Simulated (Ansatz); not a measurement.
## YbRh (Pm-3m): phonons and vibrational spectra

Task: relax YbRh (Pm-3m), then find its harmonic phonons.

Main program and level: Ansatz 0.2.0; DFT PBEsol, scalar-relativistic, plane waves, PAW.

### Step 1. The starting structure

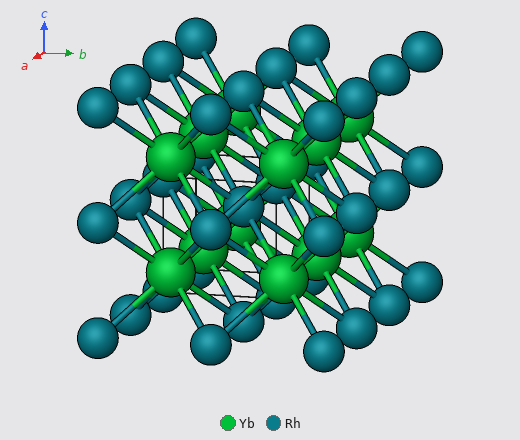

Start, viewed slightly off an axis; ytterbium green, rhodium blue. 3×2×2 cells are drawn. Some periodic images of atoms are drawn too.

### Step 2. Bringing the structure to rest

The cell and atoms are relaxed, since residual forces and stress would shift the frequencies.

Contents of input.yaml:

```yaml
crystal:
  lattice:
    - [3.320754, 0.0, 0.0]
    - [0.0, 3.320754, 0.0]
    - [0.0, 0.0, 3.320754]
  atoms:
    - { symbol: Yb, position: [0.5, 0.5, 0.5] }
    - { symbol: Rh, position: [0.0, 0.0, 0.0] }
kpoints:
  mp_grid: { grid: [12, 12, 12] }
hamiltonian:
  xc: pbesol
scf:
  occupations: { method: gaussian, width: 0.1 }
output:
  forces: true
  stress: true
  eigenvalues: true
  write_density: true
  write_potential: true
  elf: true
  volumetric_format: npy
relax:
  adjacent_minimum: "off"
  f_tol: 0.005
  max_steps: 80
  cell: { stress_tol: 0.05 }
```

The run is started by

```sh
$ ansatz run input.yaml --threads 4 --pin off --max-ram 14336MiB --backend cpu --events-out ev --progress --plain --runs-dir out
```

Numbers of over 12 decimals in the logs are rounded to 6 here.

What it wrote:

```text
Engine: ansatz 0.2.0, aarch64-unknown-linux-gnu
Pseudopotentials: kind: paw
Pseudopotential: Yb, paw, valence charge 24, recommended cutoff 420 eV (normal), Yb.paw.azcp
Pseudopotential: Rh, paw, valence charge 17, recommended cutoff 420 eV (normal), Rh.paw.azcp
Functional definition: PBEsol
  exchange = pbesol_x
  correlation = pbesol_c
Crystal: 2 atoms, lattice volume = 36.619 Å³
Basis set: ecut = 420 eV, 739 PW (Γ), exchange–correlation on 48×48×48 points (8 copies of the dense FFT grid, shifted against one another)
Bands: 25, of which v1, the nominal top of the filled ones, is band 21 counted from 1 (20 counted from 0)
Symmetry: 48 space group operations
Space group: Pm-3m (ITA 221), of the structure as read, at distance tolerance 3.3e-5 Å
k-points: 84 of 1728
Non-local potential: Yb, projectors of the file, l = 0: 3, l = 1: 2, l = 2: 2, l = 3: 3
Non-local potential: Rh, projectors of the file, l = 0: 3, l = 1: 2, l = 2: 2, l = 3: 1
PAW form: soft (Blöchl's): semilocal exchange-correlation on the pseudo side does not see the compensation charge
PAW frozen core: Yb, regenerated for the run's functional, and the local potential with it (the file was generated under x = pbe(κ = 0.804, μ = 0.219515), c = pbe(β = 0.066725))
PAW frozen core: Rh, regenerated for the run's functional, and the local potential with it (the file was generated under x = pbe(κ = 0.804, μ = 0.219515), c = pbe(β = 0.066725))
PAW one-centre angular grid: Yb, 590 points (default); XC on 64 Gauss nodes
PAW one-centre angular grid: Rh, 590 points (default); XC on 64 Gauss nodes
Initial density: superposition of atomic densities (neutral atoms: chi_scale 0, normalization atom), corrected by the library's trained network
Initial wavefunctions: pseudopotential atomic-orbital guess
Functional: x = pbesol(κ = 0.804, μ = 0.123457), c = pbesol(β = 0.046)
SCF iter   1: F=—  HF=-20016.364797 eV  |F-HF|=—  |Δ(HF+E_count)|=         —  Δρ=3.05e-2  dr2=4.08e-1  ethr=1.77e-3  ⟨swp⟩=5.8  Hψ=10057  notcnv=0
preconditioner: auto → Kerker (q_TF=auto, 2.780 Å⁻¹)  [metal: Δε(μ)=0.003 eV  Ē_g=9.058 eV  σ=0.100 eV  W_gap=0.02  n_scr=18 (ndim 8)  ℏωp=34.2 eV  f_vac=0.000  D(μ)=5.29/eV (n_scr^D=80)]
SCF iter   2: F=—  HF=-20016.343919 eV  |F-HF|=—  |Δ(HF+E_count)|=   2.09e-2  Δρ=1.37e-2  dr2=8.71e-2  ethr=9.95e-4  ⟨swp⟩=1.8  Hψ=3178  notcnv=0
SCF iter   3: F=—  HF=-20016.336893 eV  |F-HF|=—  |Δ(HF+E_count)|=   7.03e-3  Δρ=3.53e-3  dr2=6.17e-3  ethr=2.12e-4  ⟨swp⟩=1.6  Hψ=2302  notcnv=0
SCF iter   4: F=—  HF=-20016.336361 eV  |F-HF|=—  |Δ(HF+E_count)|=   5.31e-4  Δρ=5.91e-4  dr2=2.31e-4  ethr=1.51e-5  ⟨swp⟩=2.0  Hψ=3075  notcnv=0
SCF iter   5: F=—  HF=-20016.336389 eV  |F-HF|=—  |Δ(HF+E_count)|=   2.82e-5  Δρ=1.59e-4  dr2=1.68e-5  ethr=5.64e-7  ⟨swp⟩=2.1  Hψ=3654  notcnv=0
SCF iter   6: F=—  HF=-20016.336390 eV  |F-HF|=—  |Δ(HF+E_count)|=   6.94e-7  Δρ=9.54e-5  dr2=3.77e-6  ethr=4.09e-8  ⟨swp⟩=2.0  Hψ=3669  notcnv=0
SCF iter   7: F=—  HF=-20016.336390 eV  |F-HF|=—  |Δ(HF+E_count)|=   8.03e-8  Δρ=1.48e-5  dr2=6.96e-8  ethr=2.44e-10  ⟨swp⟩=11.7  Hψ=19911  notcnv=0
SCF iter   8: F=-20016.336390 eV  HF=-20016.336390 eV  |F-HF|=4.47e-8  |Δ(HF+E_count)|=   5.45e-8  Δρ=9.84e-6  dr2=2.45e-8  ethr=1.70e-10  ⟨swp⟩=9.7  Hψ=15900  notcnv=0
SCF 1 converged in 8 iterations: F = -20016.336390 eV  dr2 = 2.45e-8
  greatest PAW one-centre occupation: 1.000 electrons in one spin orbital (limit 2), on the Rh atom at site 1 (counted from 0), in its partial waves of l = 0
relax step   1: F+E_penalty+E_count = -20016.33639015 eV  Δ(F+E_penalty+E_count) = +0.000e0 eV  max|allowed force component| = 1.683e-28 eV/Å  Δτ_max = 0.0000 Å  P = +0.663 GPa  Ω = 36.619 Å³  (8 SCF iters, dr2 threshold 1.00e-7 eV, accepted)
Crystal: 2 atoms, lattice volume = 37.146 Å³
Initial density: handed on by an earlier stage of this run
Initial wavefunctions: those handed on with the density
iter 1 solved again at ethr=1.58e-5 eV; its pass at ethr=3.10e-3 eV (dr2=6.46e-3 eV) is discarded
SCF iter   1: F=—  HF=-20016.336808 eV  |F-HF|=—  |Δ(HF+E_count)|=         —  Δρ=4.59e-3  dr2=6.18e-3  ethr=1.58e-5  ⟨swp⟩=1.9  Hψ=12139  notcnv=0
preconditioner: auto → Kerker (q_TF=auto, 2.774 Å⁻¹)  [metal: Δε(μ)=0.003 eV  Ē_g=8.992 eV  σ=0.100 eV  W_gap=0.02  n_scr=18 (ndim 8)  ℏωp=33.9 eV  f_vac=0.000  D(μ)=6.49/eV (n_scr^D=92)]
SCF iter   2: F=—  HF=-20016.335974 eV  |F-HF|=—  |Δ(HF+E_count)|=   8.34e-4  Δρ=2.14e-3  dr2=1.39e-3  ethr=1.51e-5  ⟨swp⟩=1.2  Hψ=2306  notcnv=0
SCF iter   3: F=—  HF=-20016.335833 eV  |F-HF|=—  |Δ(HF+E_count)|=   1.41e-4  Δρ=3.87e-4  dr2=4.87e-5  ethr=3.38e-6  ⟨swp⟩=2.7  Hψ=3787  notcnv=0
SCF iter   4: F=—  HF=-20016.335837 eV  |F-HF|=—  |Δ(HF+E_count)|=   4.33e-6  Δρ=1.11e-4  dr2=4.94e-6  ethr=1.19e-7  ⟨swp⟩=2.1  Hψ=3561  notcnv=0
SCF iter   5: F=—  HF=-20016.335839 eV  |F-HF|=—  |Δ(HF+E_count)|=   1.52e-6  Δρ=5.95e-5  dr2=5.82e-7  ethr=1.20e-8  ⟨swp⟩=2.0  Hψ=3779  notcnv=0
SCF iter   6: F=—  HF=-20016.335839 eV  |F-HF|=—  |Δ(HF+E_count)|=   1.03e-7  Δρ=3.11e-5  dr2=2.74e-7  ethr=4.88e-10  ⟨swp⟩=12.5  Hψ=20258  notcnv=0
SCF iter   7: F=-20016.335839 eV  HF=-20016.335839 eV  |F-HF|=4.10e-8  |Δ(HF+E_count)|=   1.78e-8  Δρ=9.87e-6  dr2=4.59e-8  ethr=4.88e-10  ⟨swp⟩=10.4  Hψ=17308  notcnv=0
SCF 2 converged in 7 iterations: F = -20016.335839 eV  dr2 = 4.59e-8
relax step   2: F+E_penalty+E_count = -20016.33583863 eV  Δ(F+E_penalty+E_count) = +5.515e-4 eV  max|allowed force component| = 2.761e-30 eV/Å  Δτ_max = 0.0000 Å  P = -0.892 GPa  Ω = 37.146 Å³  energy of the carried Pulay correction = -1.423e-4 eV  (7 SCF iters, dr2 threshold 2.00e-7 eV, rejected (line search))
Crystal: 2 atoms, lattice volume = 36.842 Å³
iter 1 solved again at ethr=7.05e-6 eV; its pass at ethr=3.10e-3 eV (dr2=2.89e-3 eV) is discarded
SCF iter   1: F=—  HF=-20016.337090 eV  |F-HF|=—  |Δ(HF+E_count)|=         —  Δρ=2.60e-3  dr2=1.95e-3  ethr=7.05e-6  ⟨swp⟩=2.1  Hψ=10315  notcnv=0
preconditioner: auto → Kerker (q_TF=auto, 2.777 Å⁻¹)  [metal: Δε(μ)=0.009 eV  Ē_g=8.977 eV  σ=0.100 eV  W_gap=0.05  n_scr=18 (ndim 8)  ℏωp=34.1 eV  f_vac=0.000  D(μ)=6.69/eV (n_scr^D=122)]
SCF iter   2: F=—  HF=-20016.336826 eV  |F-HF|=—  |Δ(HF+E_count)|=   2.64e-4  Δρ=1.18e-3  dr2=4.16e-4  ethr=4.76e-6  ⟨swp⟩=1.3  Hψ=2337  notcnv=0
SCF iter   3: F=—  HF=-20016.336772 eV  |F-HF|=—  |Δ(HF+E_count)|=   5.43e-5  Δρ=1.93e-4  dr2=1.24e-5  ethr=1.02e-6  ⟨swp⟩=2.4  Hψ=3387  notcnv=0
SCF iter   4: F=—  HF=-20016.336778 eV  |F-HF|=—  |Δ(HF+E_count)|=   5.76e-6  Δρ=4.89e-5  dr2=9.96e-7  ethr=3.02e-8  ⟨swp⟩=2.0  Hψ=3641  notcnv=0
SCF iter   5: F=—  HF=-20016.336782 eV  |F-HF|=—  |Δ(HF+E_count)|=   3.97e-6  Δρ=2.85e-5  dr2=1.34e-7  ethr=2.43e-9  ⟨swp⟩=2.1  Hψ=3697  notcnv=0
SCF iter   6: F=—  HF=-20016.336782 eV  |F-HF|=—  |Δ(HF+E_count)|=   7.44e-9  Δρ=7.42e-6  dr2=1.67e-8  ethr=3.26e-10  ⟨swp⟩=2.0  Hψ=3800  notcnv=0
SCF iter   7: F=—  HF=-20016.336782 eV  |F-HF|=—  |Δ(HF+E_count)|=   9.30e-9  Δρ=3.92e-6  dr2=8.01e-9  ethr=4.06e-11  ⟨swp⟩=2.4  Hψ=3864  notcnv=0
SCF iter   8: F=—  HF=-20016.336782 eV  |F-HF|=—  |Δ(HF+E_count)|=  3.89e-10  Δρ=1.82e-6  dr2=1.40e-9  ethr=1.95e-11  ⟨swp⟩=1.1  Hψ=2198  notcnv=0
SCF iter   9: F=-20016.336782 eV  HF=-20016.336782 eV  |F-HF|=3.64e-12  |Δ(HF+E_count)|=  2.04e-10  Δρ=1.71e-7  dr2=7.84e-12  ethr=1.00e-12  ⟨swp⟩=7.3  Hψ=14779  notcnv=0
SCF 3 converged in 9 iterations: F = -20016.336782 eV  dr2 = 7.84e-12
relax step   3: F+E_penalty+E_count = -20016.33678155 eV  Δ(F+E_penalty+E_count) = -3.914e-4 eV  max|allowed force component| = 4.536e-30 eV/Å  Δτ_max = 0.0000 Å  P = -0.010 GPa  Ω = 36.842 Å³  energy of the carried Pulay correction = -6.048e-5 eV  (9 SCF iters, accepted)
Initial wavefunctions: pseudopotential atomic-orbital guess (no wavefunctions were taken with the density)
iter 1 solved again at ethr=2.14e-9 eV; its pass at ethr=3.10e-3 eV (dr2=8.79e-7 eV) is discarded
SCF iter   1: F=—  HF=-20016.336832 eV  |F-HF|=—  |Δ(HF+E_count)|=         —  Δρ=7.71e-6  dr2=3.36e-9  ethr=2.14e-9  ⟨swp⟩=5.9  Hψ=19868  notcnv=0
preconditioner: auto → Kerker (q_TF=auto, 2.777 Å⁻¹)  [metal: Δε(μ)=0.006 eV  Ē_g=8.989 eV  σ=0.100 eV  W_gap=0.04  n_scr=18 (ndim 8)  ℏωp=34.1 eV  f_vac=0.000  D(μ)=6.60/eV (n_scr^D=122)]
SCF iter   2: F=—  HF=-20016.336843 eV  |F-HF|=—  |Δ(HF+E_count)|=   1.04e-5  Δρ=4.47e-6  dr2=2.18e-9  ethr=8.20e-12  ⟨swp⟩=3.0  Hψ=4536  notcnv=0
SCF iter   3: F=—  HF=-20016.336843 eV  |F-HF|=—  |Δ(HF+E_count)|=   1.57e-9  Δρ=1.18e-6  dr2=5.55e-10  ethr=5.32e-12  ⟨swp⟩=2.0  Hψ=3842  notcnv=0
iter 4 did not close the SCF: its close was put off for the readings that it lacked (scf_convergence_deferred on its scf_iter line)
SCF iter   4: F=-20016.336843 eV  HF=-20016.336843 eV  |F-HF|=0.00e0  |Δ(HF+E_count)|=  2.33e-10  Δρ=2.42e-7  dr2=3.85e-12  ethr=1.35e-12  ⟨swp⟩=2.1  Hψ=3436  notcnv=0
iter 5 did not close the SCF: its close was put off for the readings that it lacked (scf_convergence_deferred on its scf_iter line)
SCF iter   5: F=-20016.336843 eV  HF=-20016.336843 eV  |F-HF|=3.64e-12  |Δ(HF+E_count)|=  7.28e-12  Δρ=8.27e-8  dr2=4.67e-13  ethr=1.00e-12  ⟨swp⟩=1.3  Hψ=2122  notcnv=0
iter 6 did not close the SCF: its close was put off for the readings that it lacked (scf_convergence_deferred on its scf_iter line)
SCF iter   6: F=-20016.336843 eV  HF=-20016.336843 eV  |F-HF|=3.64e-12  |Δ(HF+E_count)|=  3.64e-12  Δρ=1.63e-8  dr2=5.24e-14  ethr=1.00e-12  ⟨swp⟩=1.2  Hψ=2115  notcnv=0
iter 7 did not close the SCF: its close was put off for the readings that it lacked (scf_convergence_deferred on its scf_iter line)
SCF iter   7: F=-20016.336843 eV  HF=-20016.336843 eV  |F-HF|=7.28e-12  |Δ(HF+E_count)|=  3.64e-12  Δρ=5.42e-9  dr2=9.87e-15  ethr=1.00e-12  ⟨swp⟩=1.2  Hψ=2113  notcnv=0
SCF iter   8: F=-20016.336843 eV  HF=-20016.336843 eV  |F-HF|=7.28e-12  |Δ(HF+E_count)|=    0.00e0  Δρ=3.17e-9  dr2=3.11e-15  ethr=1.00e-12  ⟨swp⟩=4.9  Hψ=9901  notcnv=0
SCF 4 converged in 8 iterations: F = -20016.336843 eV  dr2 = 3.11e-15
relax step   4: F+E_penalty+E_count = -20016.33684265 eV  Δ(F+E_penalty+E_count) = -6.110e-5 eV  max|allowed force component| = 7.363e-30 eV/Å  Δτ_max = 0.0000 Å  P = -0.011 GPa  Ω = 36.842 Å³  stress off target by 1.05e-2 GPa  SCF on the basis re-selected at this cell (its energy is not comparable with the rows above)  (8 SCF iters)
basis re-selected at this cell: Δ(F+E_penalty+E_count) = -6.110e-5 eV, ΔP = -0.001 GPa vs the last step (what re-selecting the basis moved, of the pressure what is left beyond the Pulay correction that the steps carried, after the strain that the cell walked since its last selection, with what the two solves' SCF thresholds leave and, on support functions, any second-order correction that the steps lacked; it is no m [...]
SCF converged after 8 iterations
Free energy (F): -20016.336843 eV
Harris-Foulkes:  -20016.336843 eV  (|F-HF|=7.28e-12)
Internal energy: -20016.303866 eV  (E = F + TS)
E sigma→0 (E₀):  -20016.320354 eV
Entropy (-TS):   -0.032977 eV (-16.488 meV/atom)
Fermi energy:    18.385094 eV
--- Per-component energies (eV) ---
  E_band       = 54.781472
  E_kinetic    = 943.142080
  E_local      = -6826.397930  (includes V_loc(G=0)·N_el)
  E_nonlocal   = 893.908104
  E_hartree    = 2837.192680
  E_xc         = -388.121285
  E_vxc        = -487.900128  (∫ρ·V_xc dr)
  E_paw        = -10751.104706  (= ΣΔE_a)
  E_vpaw       = -142.356868  (= ΣTr[D̂ρ^β])
  E_aug_tail   = 0.000849  (compensation charges beyond the density's cutoff)
  E_ewald      = -6726.329052
  E_core_change = 1.405394  (= ΣΔE_core)
  E_smearing   = -0.032977  (= −TS)
  E_closure    = -0.000000  (closes the sum)
  Σ components = -20016.336843   (vs F -20016.336843, Δ=0.00e0)
--- Forces (eV/Å), atoms counted from 1 ---
  atom   1  Yb     0.00000000    -0.00000000     0.00000000
  atom   2  Rh     0.00000000     0.00000000     0.00000000
  max |Σ_I F_I| component: 1.47e-29 eV/Å
--- Stress (GPa, compression-positive) ---
       -0.010532       0.000000       0.000000
        0.000000      -0.010532      -0.000000
        0.000000      -0.000000      -0.010532
  P = ⅓ Tr σ = -0.0105 GPa (-0.105 kbar)
--- Band table (eV; the first three rows and the last of 84) ---
  k-point 0: bands = [... 17 lower, 18.0598, 18.0683, 18.0683, 18.0683, 22.0621, 22.0621, 26.7918, 26.7918]
  k-point 1: bands = [... 17 lower, 18.0592, 18.0867, 18.0867, 18.0875, 21.9438, 22.0852, 25.8239, 25.8239]
  k-point 2: bands = [... 17 lower, 18.0513, 18.1404, 18.1404, 18.1633, 21.6167, 22.0508, 24.6667, 24.6667]
  k-point 83: bands = [... 17 lower, 18.1128, 18.2018, 18.2018, 18.3170, 18.3170, 18.3170, 24.8852, 28.1673]
--- Relaxed structure (3 steps of the walk, 2 accepted, 1 SCFs on fresh bases) ---
  F+E_penalty+E_count = -20016.33684265 eV   max|allowed force component| = 7.363e-30 eV/Å   (the final SCF, on the basis selected at the relaxed cell)
  cell:  # Å, volume = 36.8420 Å³
    - [3.327472, 0, 0]
    - [0.0, 3.327472, 0.0]
    - [0, 0.0, 3.327472]
  atoms:
    - { symbol: Yb, position: [0.5, 0.5, 0.5] }
    - { symbol: Rh, position: [0, 0, 0] }
```

It took 6.7 s on 4 threads of Arm Neoverse V1, shared host; peak memory 0.41 GiB.

The steps of the relaxation:

```
step  energy less that of the first step (eV)  largest force component (eV/Å)  pressure (GPa)  volume (Å³)
   1                                   0.0000                          0.0000            0.66        36.62
   2                                   0.0006                          0.0000           -0.89        37.15
   3                                  -0.0004                          0.0000           -0.01        36.84
  4*                                  -0.0005                          0.0000           -0.01        36.84
```

Relaxation steps marked * repeat the geometry before them on a plane-wave basis chosen anew for their cell, so energy and pressure can jump there. Relaxation step 2 was tried and not accepted.

The run keeps the 48 symmetry operations that it works with, so distortions that break them were not tested.

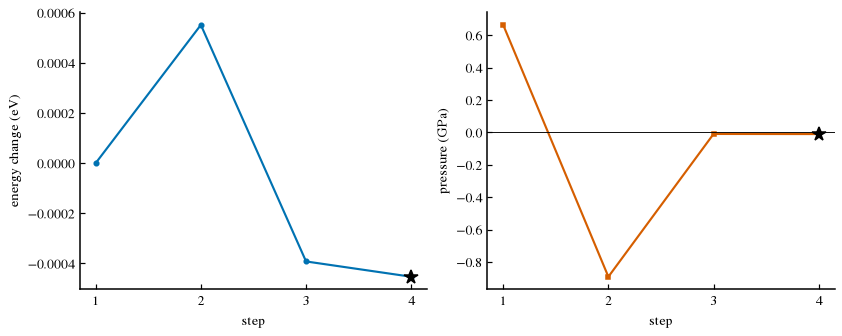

Energy and pressure along the relaxation. Stars mark steps on a basis chosen anew.

| conventional cell, symmetrised | before | after | change |
| --- | --- | --- | --- |
| a (Å) | 3.321 | 3.327 | +0.2 % |
| b (Å) | 3.321 | 3.327 | +0.2 % |
| c (Å) | 3.321 | 3.327 | +0.2 % |
| volume (Å³/atom) | 18.31 | 18.42 | +0.6 % |

The relaxed structure:

```xyz
2
Lattice="3.3275 0.0000 0.0000 0.0000 3.3275 0.0000 0.0000 0.0000 3.3275" Properties=species:S:1:pos:R:3 pbc="T T T"
Yb    1.6637    1.6637    1.6637
Rh    0.0000    0.0000    0.0000
```

This step gave:

```
pressure          : -0.01053 GPa
volume per atom   : 18.42 Å³
gap on the k-mesh : 0 eV
```

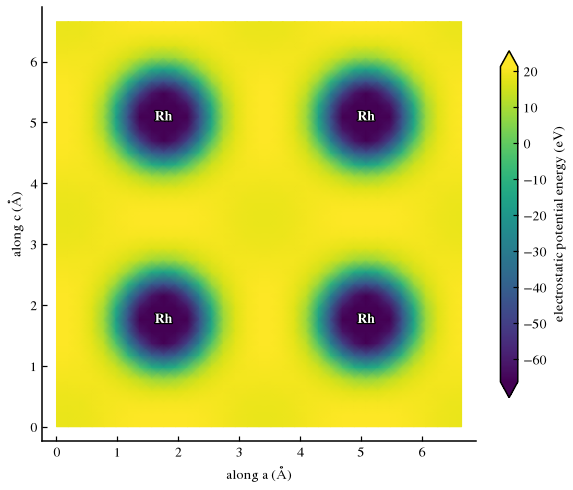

Electrostatic potential energy in the ac plane at fractional y = 0.000, with atoms of Rh within 0.2 Å of it. With pseudopotentials it is smooth inside the atoms' cores, unlike the true potential. The map starts off the cell's origin, so that atoms lie inside it.

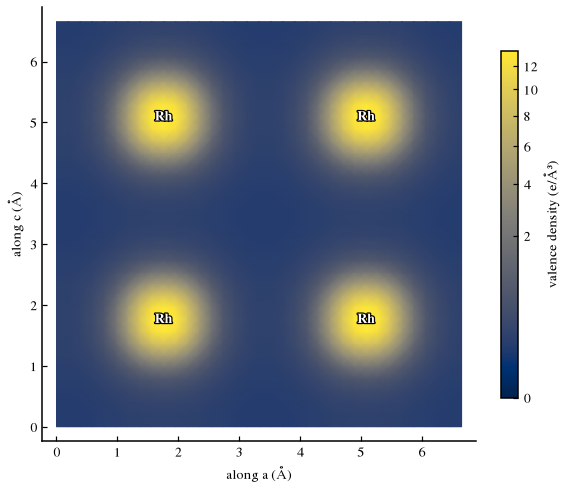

Valence density in the ac plane at fractional y = 0.000, with atoms of Rh within 0.2 Å of it. It is the smooth field of the valence electrons, not physical close to the nuclei. The map starts off the cell's origin, so that atoms lie inside it. The colour scale is stretched toward low values.

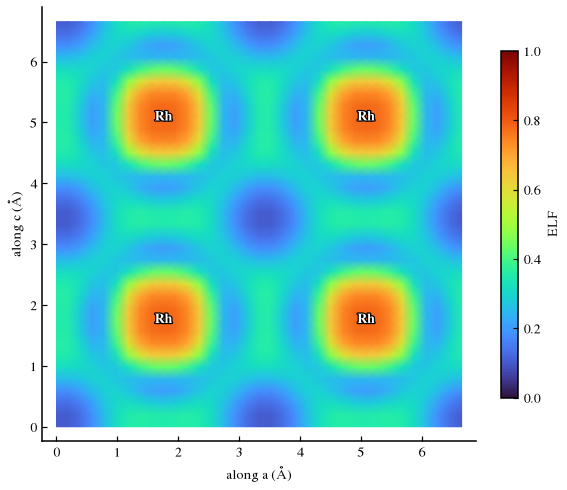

ELF in the ac plane at fractional y = 0.000, with atoms of Rh within 0.2 Å of it. It is the smooth field of the valence electrons, not physical close to the nuclei. The map starts off the cell's origin, so that atoms lie inside it.

In this step the volume went from 18.31 to 18.42 Å³/atom.

(Continued in part 2 of 3.)

[Logs are printed without paths, hosts, clocks, repeated set-up lines and the standing remarks that a program may print on its own settings, such as how far it seeks lower states.]

[Hosts, paths, dates, database ids (printed as entryN), source tags and the programs' standing remarks are cut or masked in the printed files.]
